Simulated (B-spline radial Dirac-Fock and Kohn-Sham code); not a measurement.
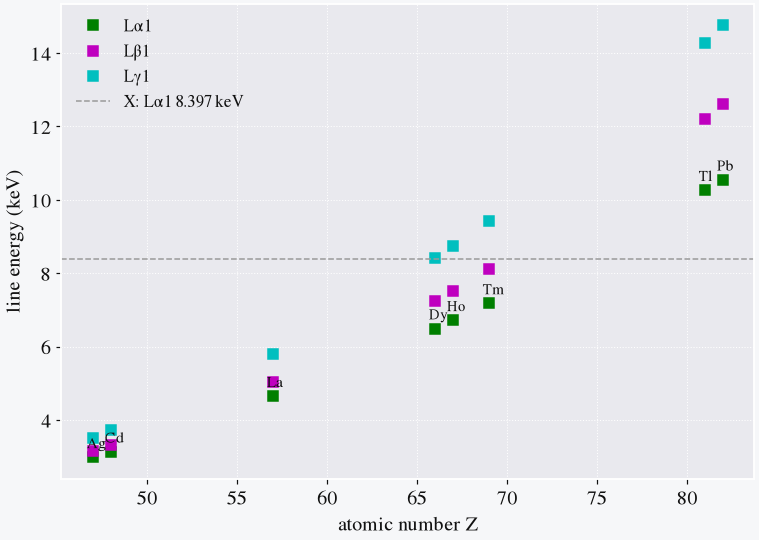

A Moseley plot: X-ray line energies of free neutral atoms against atomic number. Computed with a radial B-spline solver: Dirac–Fock ΔSCF (average of configuration, Fermi nucleus, Breit and QED terms, no correlation).

The dashed line marks the Lα1 energy of an element X that is left out of the plot. Which element is it?

Answer. Tungsten, Z = 74: Lα1 = 8.397 keV falls between Tm (7.179 keV) and Tl (10.27 keV), and √E is nearly linear in Z.
